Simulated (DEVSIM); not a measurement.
Device: GaN p-n junction from an implanted or diffused profile, at 300 K.

```tsv
layer (left to right)	material	thickness (μm)	Nd (cm⁻³)	τn (s)	τp (s)
1	GaN	7.90	2.1e16	1.3e-9	3.9e-11
```

Added acceptor profile: 1.5e18 cm⁻³ × exp(−(x − 0.02 μm)²/(2·(0.25 μm)²)). Left contact: ohmic. Right contact: ohmic. Voltage is applied to the left contact. Recombination: SRH at mid-gap, radiative. Mobility is μmin + (μ − μmin)/(1 + (N/Nref)^α).

The device is made up for the run: typed textbook-type constants, with dimensions and the other settings drawn at random. Values at 300 K.

```tsv
parameter	GaN
gap (eV)	3.43
affinity (eV)	4.1
permittivity	9.5
Nc (cm⁻³)	2.3e18
Nv (cm⁻³)	4.6e19
μn (cm²/Vs)	1200
μp (cm²/Vs)	100
μn,min	55
μp,min	3
Nref,n	2e17
Nref,p	3e17
αn	1
αp	2
B (cm³/s)	1e-11
```

DEVSIM, 1D drift-diffusion, Boltzmann statistics, complete ionisation; no tunnelling, impact ionisation, image-force lowering or self-heating.

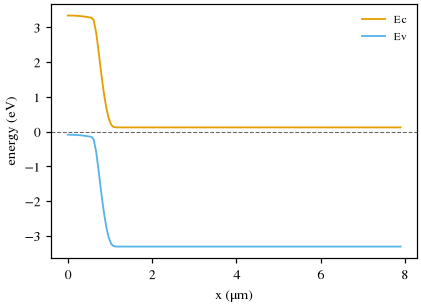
Figure: Band edges at zero bias

Energies count from the Fermi level of the right contact; mesh points crowd at the junctions.

```csv
x (μm),Ec (eV),Ev (eV),n (cm⁻³),p (cm⁻³),field (V/cm)
0.000,3.341,-0.089,< 1e2,1.5e18,71
0.01772,3.341,-0.089,< 1e2,1.5e18,≈ 0
0.04478,3.341,-0.089,< 1e2,1.5e18,-100
0.08106,3.340,-0.090,< 1e2,1.4e18,-260
0.1584,3.337,-0.093,< 1e2,1.3e18,-580
0.2417,3.331,-0.099,< 1e2,9.9e17,-940
0.3690,3.315,-0.115,< 1e2,5.4e17,-1500
0.5650,3.275,-0.155,< 1e2,1.1e17,-3800
0.7250,2.371,-1.059,< 1e2,< 1e2,-100000
0.8700,1.004,-2.426,< 1e2,< 1e2,-79000
1.030,0.198,-3.232,1.1e15,< 1e2,-20000
1.242,0.121,-3.308,2.1e16,< 1e2,-16
1.626,0.121,-3.309,2.1e16,< 1e2,≈ 0
2.459,0.121,-3.309,2.1e16,< 1e2,≈ 0
5.051,0.121,-3.309,2.1e16,< 1e2,≈ 0
6.361,0.121,-3.309,2.1e16,< 1e2,≈ 0
7.107,0.121,-3.309,2.1e16,< 1e2,≈ 0
7.480,0.121,-3.309,2.1e16,< 1e2,≈ 0
7.735,0.121,-3.309,2.1e16,< 1e2,≈ 0
7.821,0.121,-3.309,2.1e16,< 1e2,≈ 0
7.868,0.121,-3.309,2.1e16,< 1e2,≈ 0
7.900,0.121,-3.309,2.1e16,< 1e2,≈ 0
```
